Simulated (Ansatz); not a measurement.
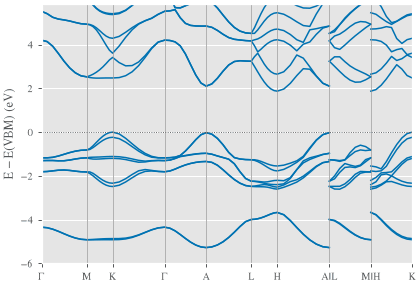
Fig. 1. Band structure from the program Ansatz at the PBE+D3(BJ) with spin–orbit coupling level (PAW)

Read off the gap and where the band edges lie.

About 1.9 eV (1.87 eV by a search for the band edges); maximum at K, minimum at H.

The material is TlBr in space group P-6m2 (No. 187; Tl on 1a, Br on 1f).

A made-up cell: these elements were put on the sites of a structure type; neither database checked (COD, Materials Project) lists it. COD files the formula under space group No. 221, so this cell is another polymorph or a model. Its standing as an ambient phase is unchecked. The cell was relaxed with PBE+D3(BJ) under the symmetry of its start; phonons on a q-mesh show no instability.

Potentials: the later of the program's two PAW sets.
